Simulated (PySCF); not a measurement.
**Pb(CH3)F: how settings move a single point**

Which settings matter for Pb(CH3)F? Each run alters one on purpose. The species was built from a template and needn't be a known compound.

Computed with PySCF 2.14.0. Level: B3LYP, Pb def2-SVP with ECP60, C def2-SVP, H def2-SVP, F def2-SVP; scalar-relativistic core potentials, no spin–orbit coupling.

3 further runs of the same task are left out: 2 for a known fault of the program, 1 that didn't finish.

### Step 1. The system as given

6 atoms, charge 0, spin multiplicity 1.

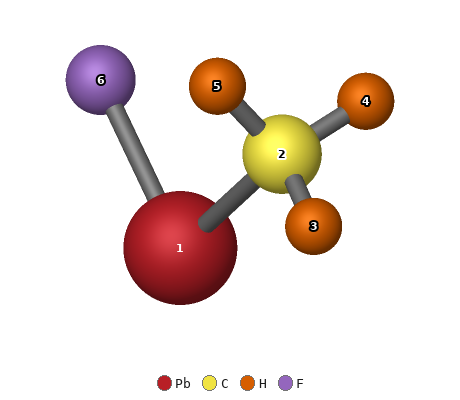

The geometry (lead red, carbon yellow, hydrogen orange, fluorine purple); atoms are numbered from 1 in the order of the file.

Coordinates:

```xyz
6
CH3FPb
Pb   -0.0199    0.0161   -0.2112
C     1.8921   -0.0015    1.1097
H     2.7848   -0.2423    0.5098
H     2.0237    0.9959    1.5637
H     1.7754   -0.7358    1.9226
F    -1.3429   -0.0364    1.3902
```

Formal oxidation states: Pb +2. An earlier session relaxed this geometry at B3LYP, Pb def2-SVP with ECP60, C def2-SVP, H def2-SVP, F def2-SVP (singlet, point group C1).

The sound run used a (50, 194) grid (finer on f atoms), a threshold of 1e-8 and at most 55 cycles, and ended at -332.597307 Eh.

### Step 2. Try 1

run.py (the lines that set the calculation) reads:

```python
mol = gto.M(atom='''
Pb    -0.02090     0.01693    -0.22177
C      1.98671    -0.00153     1.16521
H      2.92405    -0.25443     0.53525
H      2.12492     1.04565     1.64188
H      1.86416    -0.77259     2.01874
F     -1.41002    -0.03823     1.45972''',
    basis={'Pb': 'def2-SVP', 'C': 'def2-SVP', 'H': 'def2-SVP', 'F': 'def2-SVP'},
    ecp={'Pb': 'def2-SVP'},
    charge=0, spin=0)
mf = dft.RKS(mol, xc='B3LYP')
mf.grids.atom_grid = (50, 194)
mf = mf.density_fit()  # fitting sets: Pb def2-universal-JKFIT, C def2-universal-JKFIT, H def2-universal-JKFIT, F def2-universal-JKFIT
mf.conv_tol = 1e-08; mf.max_cycle = 55
mf.kernel(dm0)  # dm0: free metal ions and neutral atoms
```

Run with:

```console
> OMP_NUM_THREADS=2 python run.py
```

What it wrote:

```text
init E= -339.971692383895
  HOMO = 0.00646479729844529  LUMO = 0.0463049857172039  gap/eV = 1.08411
cycle= 1 E= -322.756664544053  delta_E= 17.2  |g|= 4.51  |ddm|= 6.27
  HOMO = -0.283550356016665  LUMO = -0.253610769235326  gap/eV = 0.81470
cycle= 2 E= -294.893233154664  delta_E= 27.9  |g|= 8.91  |ddm|= 13.1
  HOMO = -0.356409431151171  LUMO = -0.20215984021011  gap/eV = 4.19735
cycle= 3 E= -329.905959673804  delta_E=  -35  |g|=  3.4  |ddm|= 10.6
  HOMO = -0.16489014023459  LUMO = -0.0737615417063466  gap/eV = 2.47974
cycle= 4 E= -332.400768206674  delta_E= -2.49  |g|= 0.805  |ddm|=  2.8
  HOMO = -0.296175353668081  LUMO = -0.128260357066125  gap/eV = 4.56920
cycle= 5 E= -332.462717041786  delta_E= -0.0619  |g|= 0.659  |ddm|= 1.29
  HOMO = -0.225425635998263  LUMO = -0.120406031245185  gap/eV = 2.85773
cycle= 6 E= -332.570733772462  delta_E= -0.108  |g|= 0.253  |ddm|= 0.806
  HOMO = -0.232381340051276  LUMO = -0.105932653223231  gap/eV = 3.44084
cycle= 7 E= -332.58673122138  delta_E= -0.016  |g|= 0.0262  |ddm|= 0.283
  HOMO = -0.231782628215683  LUMO = -0.108378883360029  gap/eV = 3.35799
cycle= 8 E= -332.586953494101  delta_E= -0.000222  |g|= 0.00578  |ddm|= 0.0462
  HOMO = -0.232003257268715  LUMO = -0.107953040632292  gap/eV = 3.37558
cycle= 9 E= -332.586965944944  delta_E= -1.25e-05  |g|= 0.00103  |ddm|= 0.00832
  HOMO = -0.232079814049872  LUMO = -0.107959368786517  gap/eV = 3.37749
cycle= 10 E= -332.586966121486  delta_E= -1.77e-07  |g|= 0.000381  |ddm|= 0.00105
  HOMO = -0.232082616110429  LUMO = -0.107971846526361  gap/eV = 3.37723
cycle= 11 E= -332.586966157521  delta_E= -3.6e-08  |g|= 0.000127  |ddm|= 0.000416
  HOMO = -0.232080589699013  LUMO = -0.107969590085226  gap/eV = 3.37723
cycle= 12 E= -332.586966160845  delta_E= -3.32e-09  |g|= 1.07e-05  |ddm|= 0.000115
  HOMO = -0.232081092837145  LUMO = -0.107970422489199  gap/eV = 3.37722
Extra cycle  E= -332.58696616081  delta_E= 3.52e-11  |g|= 1.73e-05  |ddm|= 2.91e-05
converged SCF energy = -332.58696616081
```

Wall time 1.6 s (2 threads of Intel Xeon 6975P-C (Granite Rapids), shared host).

Changed: the scale of all coordinates (1.05). It converges in 12 cycles, +0.281 eV from the sound run, with a largest force component of 1.75 eV/Å. The setting is unsound, so these numbers aren't the compound's.

### Step 3. Try 2

run.py (the lines that set the calculation) reads:

```python
mol = gto.M(atom='''
Pb    -0.01990     0.01613    -0.21121
C      1.89211    -0.00146     1.10973
H      2.78481    -0.24231     0.50976
H      2.02373     0.99586     1.56370
H      1.77539    -0.73580     1.92261
F     -1.34288    -0.03641     1.39021''',
    basis={'Pb': 'def2-SVP', 'C': 'def2-SVP', 'H': 'def2-SVP', 'F': 'def2-SVP'},
    ecp={'Pb': 'def2-SVP'},
    charge=0, spin=0)
mf = dft.RKS(mol, xc='B3LYP')
mf.grids.atom_grid = (50, 194)
mf = mf.density_fit()  # fitting sets: Pb def2-universal-JKFIT, C def2-universal-JKFIT, H def2-universal-JKFIT, F def2-universal-JKFIT
mf.conv_tol = 1e-08; mf.max_cycle = 55
mf.kernel(dm0)  # dm0: smeared density
```

Run with:

```console
> OMP_NUM_THREADS=2 python run.py
```

What it wrote:

```text
init E= -332.563331526699
  HOMO = -0.233586613606199  LUMO = -0.101880148113647  gap/eV = 3.58392
cycle= 1 E= -332.596280761009  delta_E= -0.0329  |g|= 0.0556  |ddm|= 0.234
  HOMO = -0.223264453641651  LUMO = -0.101351608971452  gap/eV = 3.31742
cycle= 2 E= -332.594450942019  delta_E= 0.00183  |g|= 0.102  |ddm|= 0.177
  HOMO = -0.230426075341057  LUMO = -0.100173212206709  gap/eV = 3.54436
cycle= 3 E= -332.597290774148  delta_E= -0.00284  |g|= 0.00811  |ddm|= 0.0968
  HOMO = -0.230966019423082  LUMO = -0.0998333075871614  gap/eV = 3.56830
cycle= 4 E= -332.597301608936  delta_E= -1.08e-05  |g|= 0.00536  |ddm|= 0.011
  HOMO = -0.230906368627465  LUMO = -0.0996621107694935  gap/eV = 3.57134
cycle= 5 E= -332.597307241348  delta_E= -5.63e-06  |g|= 0.000297  |ddm|= 0.0045
  HOMO = -0.230958091140455  LUMO = -0.0997175676888631  gap/eV = 3.57124
cycle= 6 E= -332.597307271948  delta_E= -3.06e-08  |g|= 9.09e-05  |ddm|= 0.000686
  HOMO = -0.230951382582962  LUMO = -0.0997081316184563  gap/eV = 3.57131
cycle= 7 E= -332.597307274253  delta_E= -2.31e-09  |g|= 9.47e-06  |ddm|= 0.000154
  HOMO = -0.230952780037384  LUMO = -0.0997082221881769  gap/eV = 3.57135
Extra cycle  E= -332.597307274249  delta_E= 4.32e-12  |g|= 1.26e-05  |ddm|= 3e-05
converged SCF energy = -332.597307274249
```

Wall time 1.2 s (2 threads of Intel Xeon 6975P-C (Granite Rapids), shared host).

Changed: the starting guess (smeared density). It converges in 7 cycles, at the sound run's energy within 0.001 eV, with a largest force component of 0.02 eV/Å. The result survives the change.

### Step 4. Try 3

Changes to run.py (the lines that set the calculation) since step 3:

```diff
@@ -9,7 +9,7 @@
     ecp={'Pb': 'def2-SVP'},
-    charge=0, spin=0)
-mf = dft.RKS(mol, xc='B3LYP')
+    charge=0, spin=12)
+mf = dft.UKS(mol, xc='B3LYP')
 mf.grids.atom_grid = (50, 194)
 mf = mf.density_fit()  # fitting sets: Pb def2-universal-JKFIT, C def2-universal-JKFIT, H def2-universal-JKFIT, F def2-universal-JKFIT
-mf.conv_tol = 1e-08; mf.max_cycle = 55
-mf.kernel(dm0)  # dm0: smeared density
+mf.conv_tol = 1e-08; mf.max_cycle = 75
+mf.kernel(dm0)  # dm0: free metal ions and neutral atoms
```

Run with:

```console
> OMP_NUM_THREADS=2 python run.py
```

What it wrote:

```text
init E= -342.443902537876
cycle= 1 E= -326.13440542696  delta_E= 16.3  |g|= 2.61  |ddm|= 14.1
cycle= 2 E= -310.053247706634  delta_E= 16.1  |g|= 4.88  |ddm|= 14.6
cycle= 3 E= -329.586041018275  delta_E= -19.5  |g|= 1.21  |ddm|= 10.3
cycle= 4 E= -328.322171643095  delta_E= 1.26  |g|=  1.5  |ddm|= 7.75
cycle= 5 E= -330.147257743819  delta_E= -1.83  |g|= 0.64  |ddm|=  6.7
cycle= 6 E= -330.33819780624  delta_E= -0.191  |g|= 0.353  |ddm|= 3.04
cycle= 7 E= -330.372154858393  delta_E= -0.034  |g|= 0.337  |ddm|=  1.2
cycle= 8 E= -330.386222365857  delta_E= -0.0141  |g|= 0.289  |ddm|= 0.609
cycle= 9 E= -330.43573167482  delta_E= -0.0495  |g|= 0.0293  |ddm|= 0.957
cycle= 10 E= -330.43615474963  delta_E= -0.000423  |g|= 0.031  |ddm|= 0.213
cycle= 11 E= -330.436762454807  delta_E= -0.000608  |g|= 0.00298  |ddm|= 0.0726
cycle= 12 E= -330.436777871325  delta_E= -1.54e-05  |g|= 0.00114  |ddm|= 0.019
cycle= 13 E= -330.436784735952  delta_E= -6.86e-06  |g|= 0.00206  |ddm|= 0.00863
cycle= 14 E= -330.436804241525  delta_E= -1.95e-05  |g|= 0.00206  |ddm|= 0.0149
cycle= 15 E= -330.436824866152  delta_E= -2.06e-05  |g|= 0.00129  |ddm|= 0.0195
cycle= 16 E= -330.436836019873  delta_E= -1.12e-05  |g|= 0.000796  |ddm|= 0.0133
cycle= 17 E= -330.436845663658  delta_E= -9.64e-06  |g|= 0.000641  |ddm|= 0.00972
cycle= 18 E= -330.436868055877  delta_E= -2.24e-05  |g|= 0.000953  |ddm|= 0.0269
cycle= 19 E= -330.436883595782  delta_E= -1.55e-05  |g|= 0.000895  |ddm|= 0.0231
cycle= 20 E= -330.436886205145  delta_E= -2.61e-06  |g|= 0.000427  |ddm|= 0.00354
cycle= 21 E= -330.436901531607  delta_E= -1.53e-05  |g|= 0.000628  |ddm|= 0.03
cycle= 22 E= -330.436909873809  delta_E= -8.34e-06  |g|= 0.00223  |ddm|= 0.0378
cycle= 23 E= -330.436913348406  delta_E= -3.47e-06  |g|= 0.000952  |ddm|= 0.00469
cycle= 24 E= -330.436914489791  delta_E= -1.14e-06  |g|= 0.00121  |ddm|= 0.0142
cycle= 25 E= -330.436915340502  delta_E= -8.51e-07  |g|= 0.000554  |ddm|= 0.00167
cycle= 26 E= -330.43691531866  delta_E= 2.18e-08  |g|= 0.000771  |ddm|= 0.00522
cycle= 27 E= -330.436915601975  delta_E= -2.83e-07  |g|= 0.000417  |ddm|= 0.000876
cycle= 28 E= -330.436915705122  delta_E= -1.03e-07  |g|= 0.000154  |ddm|= 0.000879
cycle= 29 E= -330.436915722464  delta_E= -1.73e-08  |g|= 7.59e-06  |ddm|= 0.000943
cycle= 30 E= -330.436915716078  delta_E= 6.39e-09  |g|= 0.0001  |ddm|= 0.000378
cycle= 31 E= -330.436915723321  delta_E= -7.24e-09  |g|= 2.26e-05  |ddm|= 0.000362
Extra cycle  E= -330.436915708864  delta_E= 1.45e-08  |g|= 0.000154  |ddm|= 0.000304
converged SCF energy = -330.436915708864  <S^2> = 42.005265  2S+1 = 13.00081
```

It took 4.5 s on 2 threads of Intel Xeon 6975P-C (Granite Rapids), shared host.

Changed: the spin (12 unpaired electrons); the cycle limit is 75. It converges in 31 cycles, +58.787 eV from the sound run, with a largest force component of 13.08 eV/Å. The setting is unsound, so these numbers aren't the compound's.

### Step 5. Try 4

Changes to run.py (the lines that set the calculation) since step 4:

```diff
@@ -9,7 +9,7 @@
     ecp={'Pb': 'def2-SVP'},
-    charge=0, spin=12)
-mf = dft.UKS(mol, xc='B3LYP')
-mf.grids.atom_grid = (50, 194)
+    charge=0, spin=0)
+mf = dft.RKS(mol, xc='B3LYP')
+mf.grids.atom_grid = (99, 590)
 mf = mf.density_fit()  # fitting sets: Pb def2-universal-JKFIT, C def2-universal-JKFIT, H def2-universal-JKFIT, F def2-universal-JKFIT
-mf.conv_tol = 1e-08; mf.max_cycle = 75
+mf.conv_tol = 1e-08; mf.max_cycle = 55
 mf.kernel(dm0)  # dm0: free metal ions and neutral atoms
```

Run with:

```console
> OMP_NUM_THREADS=2 python run.py
```

What it wrote:

```text
init E= -340.146809671344
  HOMO = 0.00635788483894473  LUMO = 0.0402555744733492  gap/eV = 0.92240
cycle= 1 E= -323.973006782294  delta_E= 16.2  |g|= 4.71  |ddm|= 6.06
  HOMO = -0.35901127519767  LUMO = -0.321030289753965  gap/eV = 1.03352
cycle= 2 E= -299.27155671235  delta_E= 24.7  |g|=  8.2  |ddm|= 12.3
  HOMO = -0.400127254020205  LUMO = -0.230999079064787  gap/eV = 4.60221
cycle= 3 E= -330.733884086314  delta_E= -31.5  |g|= 2.96  |ddm|= 10.5
  HOMO = -0.164463884870489  LUMO = -0.0740892874764576  gap/eV = 2.45922
cycle= 4 E= -332.525896773604  delta_E= -1.79  |g|= 0.446  |ddm|= 3.08
  HOMO = -0.268651484906073  LUMO = -0.108499576758398  gap/eV = 4.35796
cycle= 5 E= -332.52233756219  delta_E= 0.00356  |g|= 0.521  |ddm|= 1.06
  HOMO = -0.229332084426503  LUMO = -0.105579393301987  gap/eV = 3.36748
cycle= 6 E= -332.595751050263  delta_E= -0.0734  |g|= 0.0724  |ddm|= 0.578
  HOMO = -0.230825079456725  LUMO = -0.0989030947180076  gap/eV = 3.58978
cycle= 7 E= -332.5971705952  delta_E= -0.00142  |g|= 0.0181  |ddm|= 0.0987
  HOMO = -0.230806401890124  LUMO = -0.0995341114923498  gap/eV = 3.57210
cycle= 8 E= -332.597238350078  delta_E= -6.78e-05  |g|= 0.00522  |ddm|= 0.0174
  HOMO = -0.230918908564075  LUMO = -0.0996842447205708  gap/eV = 3.57108
cycle= 9 E= -332.59724432825  delta_E= -5.98e-06  |g|= 0.0013  |ddm|= 0.00499
  HOMO = -0.230950299974324  LUMO = -0.0996929868072662  gap/eV = 3.57169
cycle= 10 E= -332.597244630117  delta_E= -3.02e-07  |g|= 0.000189  |ddm|= 0.00103
  HOMO = -0.230948120408836  LUMO = -0.0997078749399414  gap/eV = 3.57123
cycle= 11 E= -332.597244642576  delta_E= -1.25e-08  |g|= 2.24e-05  |ddm|= 0.000308
  HOMO = -0.230945843337185  LUMO = -0.0997065300797431  gap/eV = 3.57120
cycle= 12 E= -332.597244642724  delta_E= -1.48e-10  |g|= 2.88e-06  |ddm|= 3.82e-05
  HOMO = -0.230945996988872  LUMO = -0.0997066209191395  gap/eV = 3.57121
Extra cycle  E= -332.597244642724  delta_E= -4.55e-13  |g|= 2.41e-06  |ddm|= 9.68e-06
converged SCF energy = -332.597244642724
```

It took 5.2 s on 2 threads of Intel Xeon 6975P-C (Granite Rapids), shared host.

Changed: the integration grid, to (99, 590). It converges in 12 cycles, +0.002 eV from the sound run, with a largest force component of 0.04 eV/Å. The result survives the change.

### Step 6. Results

| run | changed | ending | energy change (eV) | cycles | time | usable |
| --- | --- | --- | --- | --- | --- | --- |
| 1 | the scale of all coordinates | converged | +0.281 | 12 | 1.6 s | no |
| 2 | the starting guess | converged | 0.000 | 7 | 1.2 s | yes |
| 3 | the spin | converged | +58.787 | 31 | 4.5 s | no |
| 4 | the integration grid | converged | +0.002 | 12 | 5.2 s | yes |

2 of 4 altered runs give a usable result. 2 ended normally with numbers unfit to quote.
